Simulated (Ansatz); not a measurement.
The starting structures come from a database of crystals and need not be the phases stable at ambient conditions.

 Where the default PAW files enter, the runs use the earlier of Ansatz's two default sets.

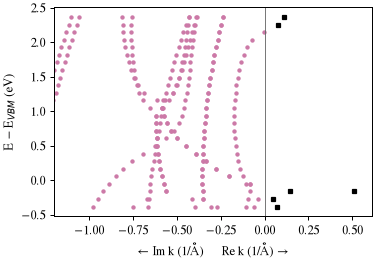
Figure. Complex bands at the centre of the two-dimensional zone; PBEsol run with Ansatz (a quantum-chemistry and plane-wave program)

The gap is the functional's own. No spin-orbit coupling. Mid-gap values are interpolated on the energy grid.

This is NaAlSe2 (I4/mcm, not sure to be the ambient phase, 8 atoms a cell, 23.0 Å³ an atom) along the normal of (110). Read off the slowest decay at the centre of the two-dimensional zone at 1.04 eV, the computed energy nearest the middle of the gap.

κ ≈ 0.17 1/Å, a decay length 1/(2κ) of the density of 2.9 Å.
